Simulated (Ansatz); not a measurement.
**CH3FSi2: density, localisation and related maps**

Input file:

```
crystal:
  periodic: [false, false, false]
  atoms:
    - {symbol: F, position_ang: [0.111266, -1.781017, 0.231645]}
    - {symbol: C, position_ang: [0.760830, -0.639992, 0.553360]}
    - {symbol: Si, position_ang: [0.237911, 0.747407, 1.612236]}
    - {symbol: Si, position_ang: [-0.911144, 0.693046, -0.305897]}
    - {symbol: H, position_ang: [1.803454, -0.735085, 0.237449]}
    - {symbol: H, position_ang: [-0.867299, 2.035288, -0.961931]}
    - {symbol: H, position_ang: [-1.135008, -0.319657, -1.366853]}
basis:
  gaussian: {orbitals: def2-TZVPP}
hamiltonian: {xc: pbe0, dispersion: d4}
output: {orbitals: {seedname: orbitals}}
```

Command:

```sh
ansatz run in.yaml --threads 2 --pin off --events-out ev --progress --plain --max-ram 4352MiB
```

Geometry: PBE0-D4/def2-TZVP.

Level of theory: Ansatz, RKS PBE0-D4/def2-TZVPP.

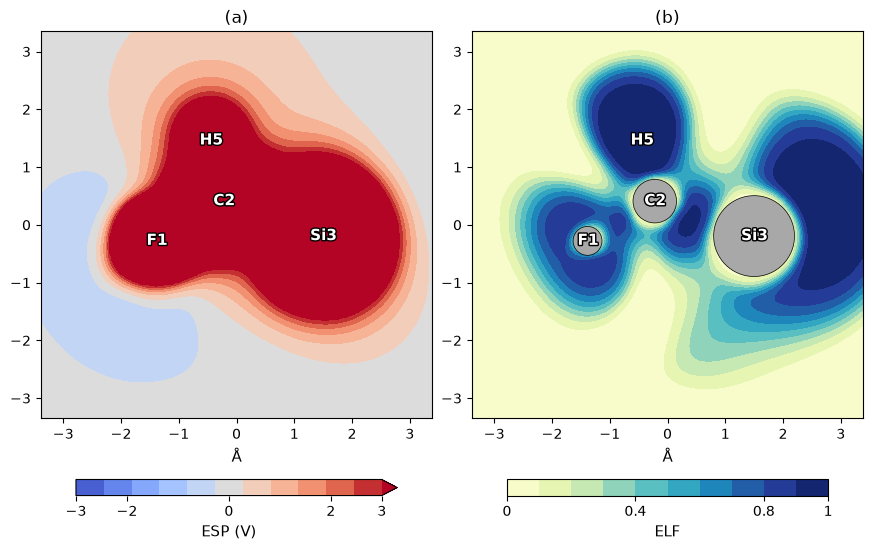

Figure 1. (a) electrostatic potential; (b) ELF on the plane of atoms F1, C2 and Si3. Grey discs cover the atomic cores in the ELF map.

Q: Read the bonding off the picture.

A:
- The plane passes through F, C, Si and H nuclei.
- C–F (1.35 Å): the ELF peaks at about 0.80 between the atoms (a shared but strongly polarised pair).
- C–Si (1.82 Å): the ELF peaks at about 0.90 between the atoms, as expected for localised, covalent bonding.
- C–H (1.09 Å): the ELF climbs to about 1 towards the hydrogen, as it does in any bond to H; a covalent bond by its length.
- The ELF also peaks beside F1 and Si3, away from the bonds: lone-pair regions.
- Outside the dense part of the molecule the potential is most negative (−0.6 V) near F1.

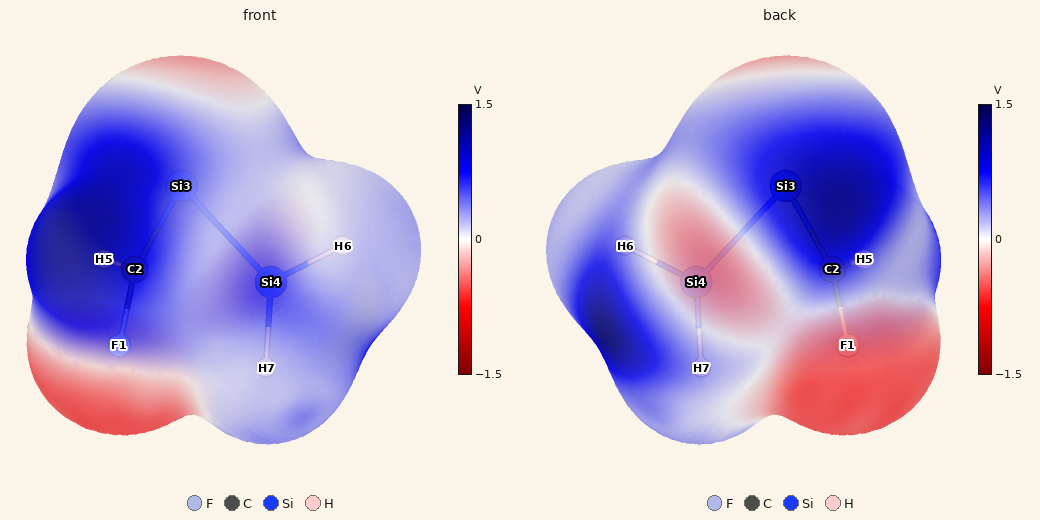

Figure 2. The electrostatic potential painted on the density surface at 0.002 e/bohr³, seen from the front and from behind; the colour scale runs from red (negative) to blue (positive).

Q: Where is the surface potential most negative and most positive?

A: The most negative region (about −0.6 V) lies over F1, the most positive (about +1.3 V) over Si3 and Si4.

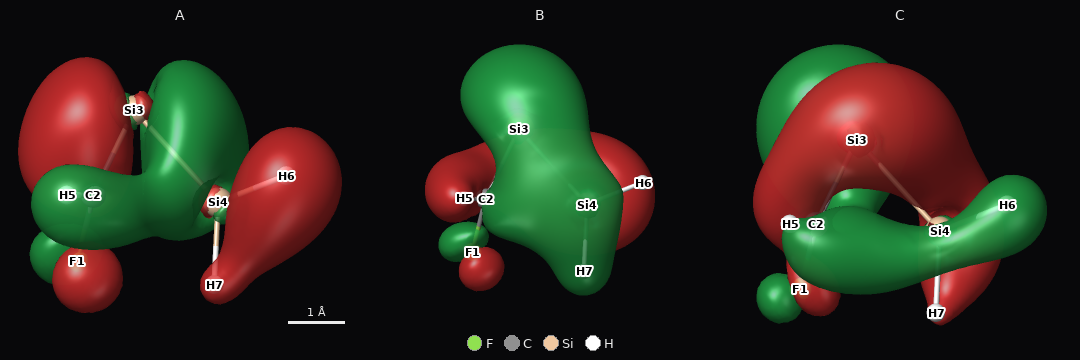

Figure 3. Three frontier orbitals at ±0.08 Å⁻³ᐟ² (green and red are the two phases), in no order.

Q: Order the three orbitals by energy and name them.

A: A is the HOMO−1 (−8.05 eV). Its weight (Hirshfeld) is mainly on Si3 (about 30 %), C2 (about 25 %), Si4 (about 25 %), H6 (about 10 %) and F1 (about 10 %). B is the HOMO (−6.26 eV). By Hirshfeld shares it lies mainly on Si3 (about 40 %), Si4 (about 35 %) and C2 (about 15 %). C is the LUMO (−2.57 eV). By Hirshfeld shares it lies mainly on Si3 (about 60 %), Si4 (about 15 %) and C2 (about 15 %).

Q: What is the HOMO–LUMO gap?

A: 3.69 eV between the orbital energies.
